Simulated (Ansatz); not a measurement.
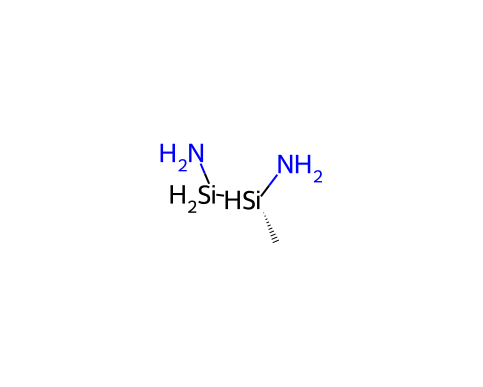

(Drawn from a calculation with Ansatz.)

Skeletal drawing of a molecule.

Transcribe the drawing into SMILES.

Answer. C[Si@@H](N)[SiH2]N

Give the formula, hydrogens included.

Answer. CH10N2Si2.

An optimisation with PBE0-D4/def2-TZVP gave a structure of which point group?

Answer. C1.
